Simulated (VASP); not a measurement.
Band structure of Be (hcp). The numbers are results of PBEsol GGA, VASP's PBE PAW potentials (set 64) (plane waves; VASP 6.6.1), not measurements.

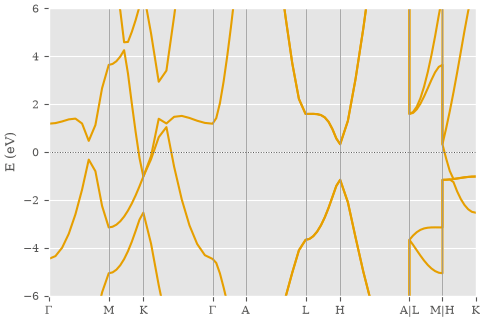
Bands along high-symmetry lines, zero at the valence-band maximum or, without a gap, the Fermi level

**Question.** Read the plot: is there a gap, and where are the band edges?

**Answer.** It has no gap at this level: it comes out as a metal or semimetal. (Edges off the drawn lines would not show.)

The compound is Be in the hcp structure. It was relaxed first.
